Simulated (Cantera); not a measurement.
Charge: 1 mol AlCl3, 0.75 mol N2O, 48 mol N2, equilibrated at 36.0 Pa.

Equilibrium computed with Cantera from the NASA thermochemical tables; the gas is ideal and each condensed phase is pure. Candidate condensed phases: Al, AlCl3, AlN, Al2O3; 24 gas species. The tables' values for AlCl2 are old estimates; treat these amounts as uncertain. Rates play no part.

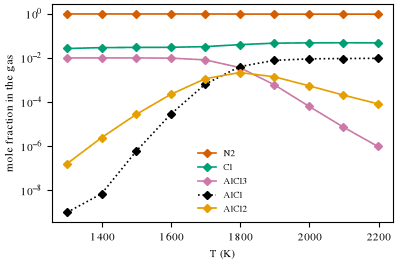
Fig. 1. Equilibrium gas composition (values under 1e-9 drawn at 1e-9)

### Question
Read off the mole fractions at 1898 K.

### Answer
N2 about 0.94, Cl about 0.046, AlCl about 0.0076, AlCl2 about 0.0014, AlCl3 about 0.00060.
